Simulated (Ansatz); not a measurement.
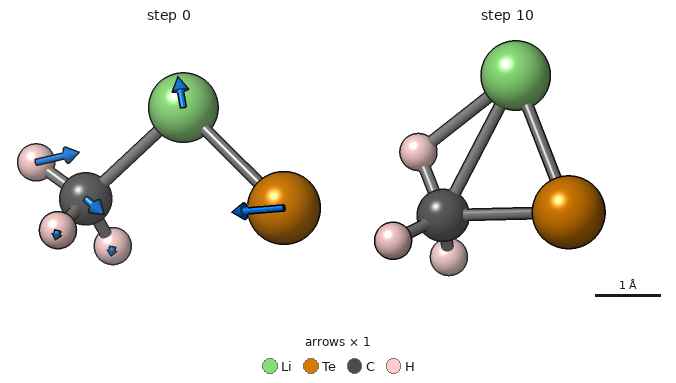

The structure of CH₃LiTe before (left) and after (right) a relaxation, at one scale. The blue arrows give the displacements, at their true length.

A ball-and-stick model, seen at a tilt.

It is one of the separated reactants of a reaction.

The calculation used Ansatz, RKS PBE-D4/def2-SVP. Settings: force threshold 0.03 eV/Å; at most 250 steps.

Q: Summarise the run.

A: The Te atom moves most after the best rigid fit: 0.95 Å. By element the largest moves are Te 0.95 Å, H 0.79 Å, Li 0.52 Å, C 0.45 Å. Near-neighbour distances that change, for instance: C–Te 3.549 → 2.235 Å, H–Li 2.695 → 2.034 Å, C–Li 2.170 → 2.470 Å, Li–Te 2.486 → 2.423 Å. Bond angles that change, for instance: Li–C–H 106.9° → 54.4°, Te–Li–C 99.1° → 54.3°, Li–C–H 110.4° → 124.9°. Over 10 geometry steps the energy falls by 49.8 kcal/mol. The largest force component goes from 1 to 0.0069 eV/Å. Cost: 14 s on 2 threads of Arm Neoverse V2 (shared host).
